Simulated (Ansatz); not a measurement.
Input file:

```
crystal:
  periodic: [false, false, false]
  atoms:
    - { symbol: O, position_ang: [-0.0206, 1.1536, 1.6784] }
    - { symbol: B, position_ang: [0.7003, 0.5578, 0.6045] }
    - { symbol: Si, position_ang: [-0.0381, -0.9933, -0.3249] }
    - { symbol: S, position_ang: [-1.7488, -0.5155, -1.3228] }
    - { symbol: S, position_ang: [0.0006, -0.8165, -2.4511] }
    - { symbol: H, position_ang: [-0.6185, 1.8947, 1.1999] }
    - { symbol: H, position_ang: [1.7876, 0.9944, 0.3057] }
    - { symbol: H, position_ang: [0.0297, -2.3323, 0.2544] }
basis:
  gaussian: { orbitals: def2-SVP }
hamiltonian:
  xc: cam_b3lyp
  dispersion: d4
relax:
  f_tol: 0.015
  max_steps: 40
output:
  orbitals: {}
```

Launched as:

```sh
ansatz run input.yaml --threads 2 --pin off --max-ram 3072MiB --backend cpu --events-out ev --progress --plain --runs-dir out
```

The fields are those of the relaxed geometry.

The calculation used Ansatz, RKS CAM-B3LYP-D4/def2-SVP.

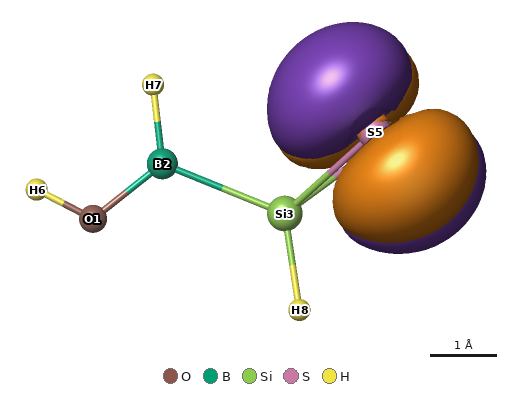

BH3OS2Si (SMILES OB[SiH]1SS1). The HOMO at ±0.1 Å⁻³ᐟ² (orange and purple are the two phases), seen at a tilt.

Question: Where does this orbital lie, and at what energy?

Answer: It lies mainly on S4 (about 45 %) and S5 (about 45 %); π-antibonding (π*) across S4–S5. Its energy is −7.29 eV.
